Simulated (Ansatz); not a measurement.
# W-Zn-Zn-W stack of (100) layers: electron–phonon coupling and resistivity, part 3 of 4

How good a conductor is W-Zn-Zn-W stack of (100) layers when only phonons scatter, and how much computing does the answer need?

Ansatz 0.2.0; DFT PBE, scalar-relativistic, plane waves, PAW; PAW set soft_1.

So far. Step 4 (Phonons: q 2×2×1, k 6×6×1): Among the solved wavevectors the lowest mode, translations apart, is 31.9 cm⁻¹, so these are real on this k mesh.

## Step 5: Coupling and resistivity: q 2×2×1, k 6×6×1, scattering 12×12×1

The cheapest meshes give a first estimate and the cost of a run.

input.yaml

```yaml
crystal:
  lattice:
    - [2.603164819, 0.0, 0.0]
    - [0.0, 2.603164819, 0.0]
    - [0.0, 0.0, 35.5773943932]
  atoms:
    - { symbol: W, position: [0.0, 0.0, 0.1483719764] }
    - { symbol: Zn, position: [0.5, 0.5, 0.2074623857] }
    - { symbol: Zn, position: [0.0, 0.0, 0.2672407309] }
    - { symbol: W, position: [0.5, 0.5, 0.3263311402] }
  periodic: [true, true, false]
kpoints:
  mp_grid: { grid: [6, 6, 1] }
hamiltonian:
  xc: pbe
  pseudopotentials: { kind: paw, azcp: { folder: soft_1 } }
scf:
  occupations: { method: methfessel_paxton, width: 0.2 }
output:
  eigenvalues: true
phonons:
  method: dfpt
  qmesh: [2, 2, 1]
  temperatures: { t_max: 1000, t_step: 50 }
  qpath:
    path: [[0.0, 0.0, 0.0], [0.0, 0.5, 0.0], [0.5, 0.5, 0.0], [0.0, 0.0, 0.0]]
    npoints: 10
  electrical_resistivity:
    mesh: [12, 12, 1]
    temperatures: [20.0, 50.0, 77.0, 100.0, 150.0, 200.0, 300.0, 400.0, 600.0, 800.0]
  superconductivity: { mesh: [12, 12, 1], eliashberg_equations: false }
  electron_occupations: "off"
```

Run with:

```bash
$ ansatz run input.yaml --threads 4 --pin off --max-ram 12288MiB --backend cpu --events-out ev --progress --plain --runs-dir out
```

Numbers of over 12 decimals in the logs are rounded to 6 here.

Log:

```text
[...]
Crystal: 4 atoms, lattice volume = 241.089 Å³
Basis set: ecut = 420 eV, 4747 PW (Γ), exchange–correlation on 36×36×480 points (8 copies of the dense FFT grid, shifted against one another)
Bands: 32, of which v1, the nominal top of the filled ones, is band 26 counted from 1 (25 counted from 0)
Symmetry: 16 space group operations
k-points: 10 of 36 (irreducible under 8 space group operations)
[...]
SCF iter   1: F=—  HF=-27408.253460 eV  |F-HF|=—  |Δ(HF+E_count)|=         —  Δρ=4.25e-2  dr2=1.06e1  ethr=3.10e-3  ⟨swp⟩=16.0  Hψ=2751  notcnv=0
[...]
SCF iter  13: F=-27406.296996 eV  HF=-27406.296996 eV  |F-HF|=8.00e-11  |Δ(HF+E_count)|=  8.59e-10  S|Δr|=    0.00e0  Δρ=3.22e-8  dr2=3.01e-12  ethr=1.00e-12  ⟨swp⟩=8.9  Hψ=2338  notcnv=0
SCF 1 converged in 13 iterations: F = -27406.296996 eV  dr2 = 3.01e-12
[...]
k-points: 10 of 36
SCF iter   1: F=—  HF=-27408.253460 eV  |F-HF|=—  |Δ(HF+E_count)|=         —  Δρ=4.25e-2  dr2=1.06e1  ethr=3.10e-3  ⟨swp⟩=16.0  Hψ=2751  notcnv=0
[...]
SCF iter  13: F=-27406.296996 eV  HF=-27406.296996 eV  |F-HF|=5.46e-11  |Δ(HF+E_count)|=  7.53e-10  S|Δr|=    0.00e0  Δρ=3.29e-8  dr2=3.19e-12  ethr=1.00e-12  ⟨swp⟩=3.0  Hψ=1042  notcnv=0
SCF 2 converged in 13 iterations: F = -27406.296996 eV  dr2 = 3.19e-12
[...]
SCF converged after 13 iterations
[...]
Free energy (F): -27406.296996 eV
[...]
Internal energy: -27406.309174 eV  (E = F + TS)
E sigma→0 (E₀):  -27406.300040 eV
Entropy (-TS):   0.012178 eV (3.045 meV/atom)
Fermi energy:    -5.444536 eV
[...]
--- Band table (eV; the first three rows and the last of 10) ---
  k-point 0: bands = [... 22 lower, -9.3282, -9.3267, -7.4449, -6.1915, -5.7088, -2.7254, -2.7254, -2.6939, ... 2 higher]
  k-point 1: bands = [... 22 lower, -8.5027, -8.2272, -6.9266, -6.3926, -6.3741, -3.5365, -2.5438, -2.5311, ... 2 higher]
  k-point 2: bands = [... 22 lower, -8.2551, -7.3338, -6.2472, -5.7174, -5.1995, -3.5702, -3.2845, -3.2806, ... 2 higher]
  k-point 9: bands = [... 22 lower, -7.3350, -7.3350, -4.1846, -4.1846, -3.6216, -3.6216, -1.4941, -1.4941, ... 2 higher]
[...]
ASR residual: 4.222e-5 → 0.000e0 eV/Å²; symmetrization residual: 1.927e-7 eV/Å²
[...]
ASR residual per site (eV/Å²): 2.08e-5 4.21e-5 4.22e-5 2.06e-5
[...]
--- Phonons (arbitrary-q DFPT): 3 irreducible q on the 2×2×1 mesh ---
[...]
interpolated dispersion: 31 rows × 12 modes
[...]
--- Electrical resistivity: potentials and phonons of a 2×2×1 supercell ---
  scattering by harmonic phonons alone, with no dipole-dipole term; scattering by other electrons, impurities, surfaces and spin disorder is left out, and so is spin–orbit coupling
  the resistivity is that of a variational response, whose dependence on the energy is improved iteratively
  tensors lie in the sheet's plane, the Hall coefficient along its normal; that, the resistivity and the plasma energy are of the whole cell, vacuum included; the cell is 35.577 Å high
  at the Fermi level of each mesh (of a tensor half of its trace):
           mesh   spin    states/(eV spin)  plasma energy (eV)         λ      λ_tr    ħω_log (meV)
        12×12×1                     1.0192              3.6035    0.4881    0.4899           8.409
          6×6×1                     0.8672              2.6810    0.2808    0.3351           9.293
          3×3×1                     0.9599              3.2550    0.5876    0.8923           5.044
  resistivity on the deck's mesh, µΩ·cm:
     T (K)       trace/2  mesh converged            xx            yy            zz    lowest order   relaxation time
     20.00     3.6542e-1              no     3.6542e-1     3.6542e-1      0.0000e0       7.1421e-1         6.0386e-1
     50.00      2.5987e0              no      2.5987e0      2.5987e0      0.0000e0        3.8741e0          3.5115e0
     77.00      6.3919e0              no      6.3919e0      6.3919e0      0.0000e0        8.1451e0          7.6576e0
    100.00      1.0107e1              no      1.0107e1      1.0107e1      0.0000e0        1.2066e1          1.1535e1
    150.00      1.8141e1              no      1.8141e1      1.8141e1      0.0000e0        2.0622e1          1.9924e1
    200.00      2.5897e1              no      2.5897e1      2.5897e1      0.0000e0        2.9102e1          2.8108e1
    300.00      4.1062e1              no      4.1062e1      4.1062e1      0.0000e0        4.6067e1          4.4184e1
    400.00      5.6027e1              no      5.6027e1      5.6027e1      0.0000e0        6.3116e1          6.0038e1
    600.00      8.5663e1              no      8.5663e1      8.5663e1      0.0000e0        9.7498e1          9.1296e1
    800.00      1.1506e2              no      1.1506e2      1.1506e2      0.0000e0        1.3229e2          1.2231e2
  sheet resistance at 20 K: 1.027 Ω
  mean free path at 20 K (of a tensor half of its trace): 1006 nm by what each carries, 721 by the Fermi surface alone
  Hall coefficient in a weak field at 20 K (along the normal): 1.636e-10 m³/C (how far it moves between the two finest meshes is not known); by each state's relaxation time: -4.157e-10 m³/C; by a constant relaxation time: 4.766e-10 m³/C
  sheet resistance at 50 K: 7.304 Ω
[...]
sheet resistance at 77 K: 17.97 Ω
[...]
sheet resistance at 100 K: 28.41 Ω
[...]
sheet resistance at 150 K: 50.99 Ω
[...]
sheet resistance at 200 K: 72.79 Ω
[...]
sheet resistance at 300 K: 115.4 Ω
[...]
sheet resistance at 400 K: 157.5 Ω
[...]
sheet resistance at 600 K: 240.8 Ω
[...]
sheet resistance at 800 K: 323.4 Ω
[...]
the resistivity times a path that all electrons share, by the Fermi surface of the deck's mesh alone (half of the trace): 2.633e-15 Ω·m²
  not converged in the mesh (λ; λ_tr; the resistivity at 20 K by 12.12 %; the resistivity at 50 K by 18.26 %; the resistivity at 77 K by 16.50 %; the resistivity at 100 K by 14.65 %; the resistivity at 150 K by 12.39 %; the resistivity at 200 K by 11.08 %; the resistivity at 300 K by 9.31 %; the resistivity at 400 K by 8.39 %; the resistivity at 600 K by 7.94 %; the resistivity at 800 K by 8.21 %): between neighbouri [...]
  vibrations of 4 cells: unjudged by the run; compare a larger repeat
  the changes of the potential over all sites missed a rigid shift's by 0.35 % (the site terms' by 0.04 %)
  between the force constants' wavevectors the phonons are obtained by Fourier interpolation alone: phonons.electron_occupations is off
--- Superconductivity: potentials and phonons of a 2×2×1 supercell ---
  pairing by harmonic phonons, in the closed forms alone; spin fluctuations are left out, and so is spin–orbit coupling
           mesh         λ    ħω_log (meV)  μ* declared at (meV)
        12×12×1    0.4881           8.409               14.611
          6×6×1    0.2808           9.293               15.133
          3×3×1    0.5876           5.044               10.285
  λ by the species' shares of the modes' patterns: W 0.3648, Zn 0.1233
  transition temperature on the deck's mesh (K), isotropic and anisotropic, restricted to the Fermi surface (FSR) and over the full bandwidth (FBW), and the last with the density of states resolved in a narrower window:
        μ*   McMillan   Allen–Dynes      iso. FSR      iso. FBW    aniso. FSR    aniso. FBW  narrow window
      0.08      1.444         1.483             -             -             -             -              -
      0.10      1.076         1.103             -             -             -             -              -
      0.12      0.766         0.784             -             -             -             -              -
      0.13      0.633         0.647             -             -             -             -              -
      0.14      0.515         0.526             -             -             -             -              -
      0.16      0.321         0.327             -             -             -             -              -
      0.20      0.091         0.092             -             -             -             -              -
  not judged without the Eliashberg equations: between neighbouring meshes, the two finest first, λ moves by 42.47 % and 109.24 %
  vibrations of 4 cells: unjudged by the run; compare a larger repeat
[...]
```

Elapsed: 2.7 min, on 4 threads of Arm Neoverse V1, shared host; peak memory 2 GiB; 10 min of CPU time.

Numbers from this step:

* cell height: 35.58 Å
* sheet resistance 300K: 115.4 Ω/square, mean in the plane
* resistivity at 300 K: 41.06 μΩ cm, mean of the axes, of the whole cell with its vacuum
* coupling constant λ: 0.4881
* density of states at the Fermi level: 1.019 states/eV a spin and cell
* log mean phonon energy ħω_log: 8.409 meV
* transport coupling constant λ_tr: 0.4899, 0.4899, 0 (xx, yy, zz)
* Drude plasma energy: 3.603, 3.603, 0 eV (xx, yy, zz), of the whole cell with its vacuum
* second-moment phonon energy ħω₂: 14.61 meV

Solved on the 2×2×1 mesh alone; all other wavevectors are interpolated. Phonon branches along the path, in cm⁻¹:

```
point  branch 1  branch 2  branch 3  branch 4  branch 9  branch 10  branch 11  branch 12
    Γ         0         0         0        34       107        107        179        206
    X        32        32        92        92       196        196        224        224
    M       155       155       182       182       205        205        209        209
    Γ         0         0         0        34       107        107        179        206
```

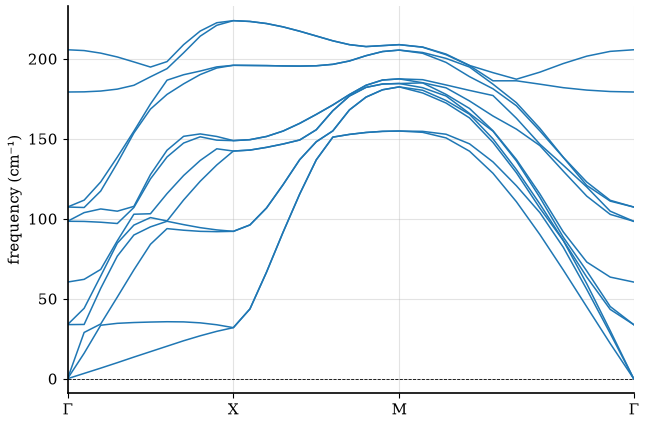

Phonon branches along the path.

The Eliashberg function α²F has structure finer than the step of the table below, so its rows give means over 2 meV, whole bins alone (the curve runs from 0.108 to 27.6 meV). Peaks (meV: height): α²F 17.7: 0.271, 18.7: 0.636, 24.2: 0.763; α²F tr 17.7: 0.350, 18.7: 0.717, 24.2: 1.25.

The Eliashberg function α²F by phonon energy; means over each step:

```csv
phonon energy (meV),α²F,α²F tr
2,0.0203,0.0161
4,0.0782,0.0603
6,0.0885,0.0787
8,0.0556,0.0540
10,0.0528,0.0553
12,0.0711,0.0759
14,0.0740,0.0818
16,0.100,0.120
18,0.268,0.317
20,0.240,0.266
22,0.161,0.160
24,0.236,0.310
26,0.0659,0.0568
```

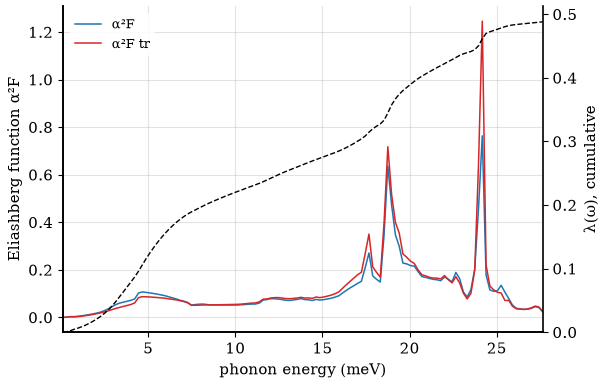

Eliashberg function α²F against phonon energy. The dashed line is the running λ.

Of the whole cell with its vacuum, so only the sheet resistance is a property of the layer; the means are those of the plane. Resistivity, by row:

```csv
T (K),ρ_xx (μΩ cm),ρ_yy,ρ_zz,"ρ by Ziman's lowest order, mean","ρ by relaxation times, mean",within 2 % of the coarser mesh
20,0.3654,0.3654,-,0.7142,0.6039,no
50,2.599,2.599,-,3.874,3.511,no
77,6.392,6.392,-,8.145,7.658,no
100,10.11,10.11,-,12.07,11.54,no
150,18.14,18.14,-,20.62,19.92,no
200,25.9,25.9,-,29.1,28.11,no
300,41.06,41.06,-,46.07,44.18,no
400,56.03,56.03,-,63.12,60.04,no
600,85.66,85.66,-,97.5,91.3,no
800,115.1,115.1,-,132.3,122.3,no
```

The cell's resistivity over its height. Table of sheet resistance, along x by temperature:

| temperature (K) | sheet resistance, along x (Ω/square) |
| --- | --- |
| 20 | 1.03 |
| 50 | 7.30 |
| 77 | 18.0 |
| 100 | 28.4 |
| 150 | 51.0 |
| 200 | 72.8 |
| 300 | 115 |
| 400 | 158 |
| 600 | 241 |
| 800 | 323 |

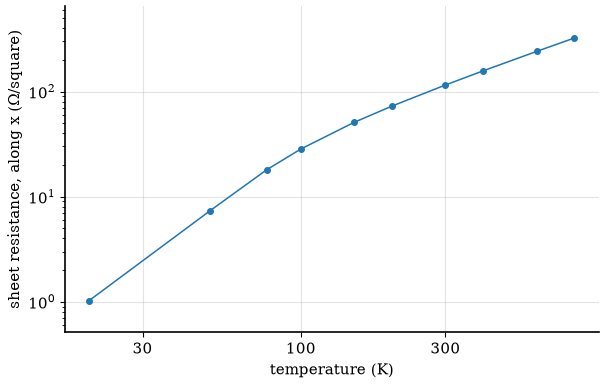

Sheet resistance, along x against temperature.

Some points of the scattering mesh along the symmetry lines, up to three branches each (those of largest λ), at most 39 rows; the frequencies are those of the scattering step, which can differ from the solved and plainly interpolated ones; single rows converge slowly. Mode couplings:

```csv
q1,q2,q3,branch,ħω (meV),λ_q,half width (meV)
0,0.3333,0,1,2.8,1.42,0.0357
0,0.3333,0,2,4.41,0.4,0.0249
0,0.3333,0,7,17.98,0.063,0.0652
0.0833,0.5,0,1,7.25,0.143,0.0241
0.0833,0.5,0,7,18.67,0.152,0.169
0.0833,0.5,0,8,18.67,0.152,0.169
0.4167,0.5,0,5,22.7,0.0464,0.0765
0.4167,0.5,0,6,22.7,0.0464,0.0765
0.4167,0.5,0,7,22.91,0.032,0.0538
0.3333,0.3333,0,3,19.63,0.0264,0.0325
0.3333,0.3333,0,4,19.95,0.0329,0.042
0.3333,0.3333,0,6,20.44,0.0323,0.0432
```

The Eliashberg function α²F has structure finer than the step of the table below, so its rows give means over 2 meV, whole bins alone (the curve runs from 0.108 to 27.6 meV). Peaks (meV: height): α²F 17.7: 0.271, 18.7: 0.636, 24.2: 0.763; W 18.7: 0.428, 24.2: 0.543; Zn 17.7: 0.133, 18.7: 0.208, 24.2: 0.221, 25.3: 0.104.

Table of Eliashberg function α²F by phonon energy; means over each step:

```csv
phonon energy (meV),α²F,W,Zn
2,0.0203,0.0163,0.00403
4,0.0782,0.0693,0.00882
6,0.0885,0.0816,0.00692
8,0.0556,0.0510,0.00464
10,0.0528,0.0474,0.00543
12,0.0711,0.0524,0.0187
14,0.0740,0.0473,0.0268
16,0.100,0.0606,0.0398
18,0.268,0.161,0.108
20,0.240,0.173,0.0667
22,0.161,0.107,0.0548
24,0.236,0.147,0.0888
26,0.0659,0.0115,0.0543
```

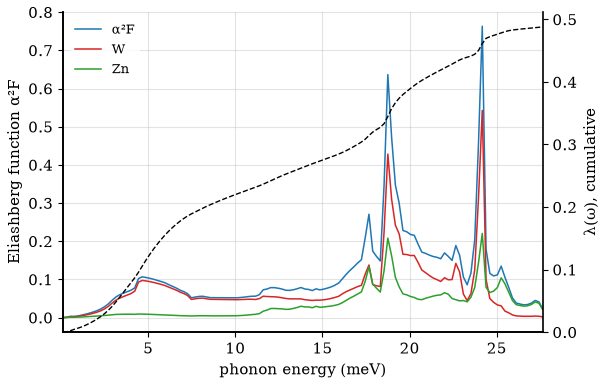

Eliashberg function α²F, plotted against phonon energy. The dashed line is the running λ.

λ by element:

```
share in the modes' patterns       λ
                           W  0.3648
                          Zn  0.1233
```

λ by pair of elements:

```csv
motions of the sites of,λ
W-W,0.4769
W-Zn,-0.04372
Zn-Zn,0.05496
```

Largest shares of lambda; single rows converge slowly. Strongest modes:

```csv
q1,q2,q3,star,branch,ħω (meV),λ_q,half width (meV)
0,0.3333,0,4,1,2.801,1.421,0.0357
0,0.08333,0,4,1,0.6854,0.814,0.001224
0,0.25,0,4,1,2.096,0.7841,0.01103
0,0.1667,0,4,1,1.384,0.6552,0.004017
0.08333,0.3333,0,8,1,6.614,0.249,0.03487
0.08333,0.3333,0,8,2,7.364,0.2001,0.03475
0,0.3333,0,4,2,4.409,0.4002,0.02491
0.08333,0.4167,0,8,1,6.955,0.1928,0.02986
```

300 K. The cumulative share of the conductivity, along x by mean free path:

```
mean free path (nm)  cumulative share of the conductivity, along x
               2.00                                        0.00259
               2.24                                        0.00392
               2.51                                        0.00595
               2.82                                        0.00938
               3.16                                         0.0228
               3.55                                         0.0713
               3.98                                          0.149
               4.47                                          0.235
               5.01                                          0.260
               5.62                                          0.297
               6.31                                          0.382
               7.08                                          0.429
               7.94                                           0.53
               8.91                                          0.658
                 10                                          0.810
               11.2                                          0.869
               12.6                                          0.946
```

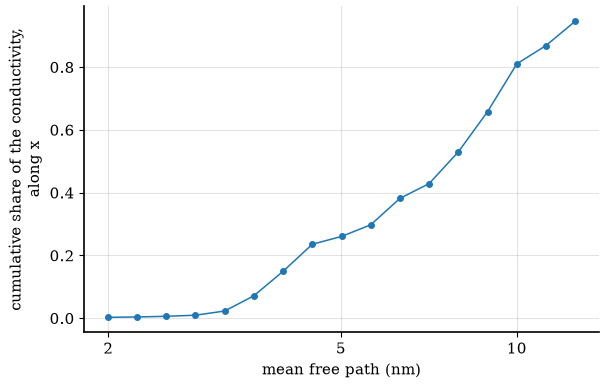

Cumulative share of the conductivity, along x, plotted against mean free path.

Resistivity by mesh:

```csv
mesh,T (K),mean rho (μΩ cm)
12x12x1,20,0.3654
12x12x1,300,41.06
12x12x1,800,115.1
6x6x1,20,0.4097
6x6x1,300,44.89
6x6x1,800,124.5
3x3x1,20,1.149
3x3x1,300,51.87
3x3x1,800,139.3
```

Harmonic. Thermo, by row:

```
T (K)  F_vib (meV/atom)  S (J/mol-atom/K)  C_V (J/mol-atom/K)
    0             26.81                 0                   0
   50             26.09             4.193               8.122
  100             21.62             13.12               17.41
  150             12.71             20.98               21.06
  200              0.14             27.29               22.63
  250            -15.37             32.43               23.42
  300            -33.33             36.74               23.87
  350            -53.35             40.44               24.14
  400            -75.17             43.68               24.32
  450            -98.56             46.55               24.45
  500            -123.4             49.13               24.54
  550            -149.4             51.48               24.61
  600            -176.7             53.62               24.66
  650              -205             55.59                24.7
  700            -234.3             57.43               24.73
  750            -264.5             59.13               24.76
  800            -295.6             60.73               24.78
  850            -327.4             62.23                24.8
  900              -360             63.65               24.81
  950            -393.4             64.99               24.82
 1000            -427.4             66.27               24.83
```

No LO-TO term; unit eigenvectors of the mass-weighted matrix. Modes at Γ, with each element's share of the kinetic energy:

```
mode  frequency (cm⁻¹)  symmetry  W %  Zn %
   1               0.0   unnamed   74    26
   2               0.0   unnamed   74    26
   3               0.0   unnamed   74    26
   4              33.8        Eg   84    16
   5              33.8        Eg   84    16
   6              60.4       A1g   87    13
   7              98.4        Eu   26    74
   8              98.4        Eu   26    74
   9             107.3        Eg   16    84
  10             107.3        Eg   16    84
  11             179.2       A2u   26    74
  12             205.6       A1g   13    87
```

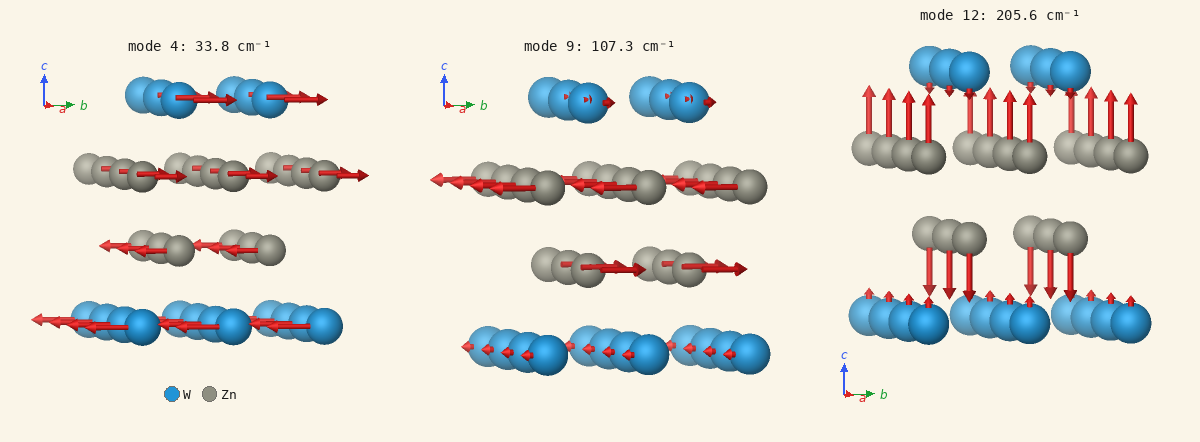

Displacement patterns of modes 4, 9 and 12 at Γ; arrows are exaggerated. 3×2×1 cells are drawn. Some periodic images of atoms are drawn too.

Some states were left unconverged by the eigensolver. By its own test the run is not converged in the mesh. λ = 0.488 and 115 Ω per square at 300 K. The run's own test puts 9 % between its two finest meshes on the component of the resistivity at 300 K that moves most, so it is not converged. By the run's own test λ moves by 42 % between its two finest scattering meshes.

(Part 3 of 4 ends here.)

[Logs are printed without paths, hosts, clocks, repeated set-up lines and the standing remarks that a program may print on its own settings, such as how far it seeks lower states.]

[Hosts, paths, dates, database ids (printed as entryN), source tags and the programs' standing remarks are cut or masked in the printed files.]
